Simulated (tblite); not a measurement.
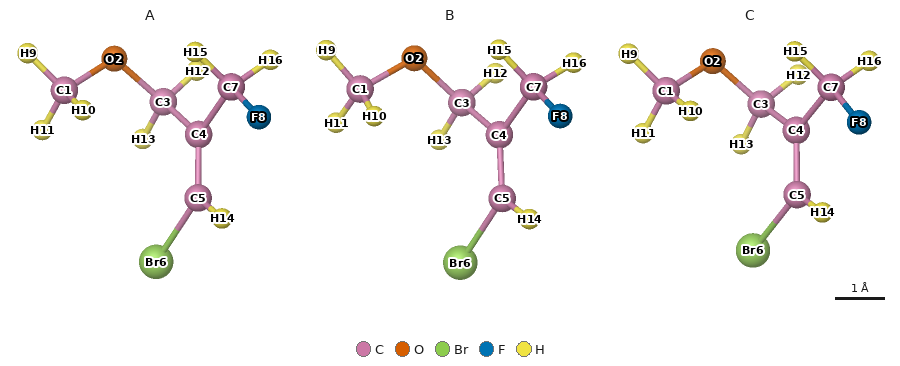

3 geometries from one relaxation of C5H8BrFO, in shuffled order. A ball-and-stick model, seen at a tilt.

Theory: tblite 0.8.0, GFN2-xTB geometry optimisation, gas phase. 

Question: Order the frames from highest to lowest energy.

Answer: C, A, B. They are steps 0, 16, 70, at +49.7 kJ/mol, +1.92 kJ/mol relative to the last. Over 70 geometry steps the energy falls by 49.7 kJ/mol. The atom that moves furthest after the best rigid fit is H10 (0.35 Å). Largest moves by element: H 0.35 Å, Br 0.33 Å, O 0.20 Å, C 0.13 Å, F 0.13 Å. Near-neighbour distances that change, for instance: C3–Br6 3.007 → 3.288 Å, C1–H10 1.139 → 1.096 Å, O2–C3 1.373 → 1.409 Å, C1–H11 1.122 → 1.096 Å. Bond angles that change, for instance: Br6–C5–H14 123.3° → 112.8°, C3–C4–C7 122.6° → 113.3°, C4–C5–Br6 116.3° → 124.4°.
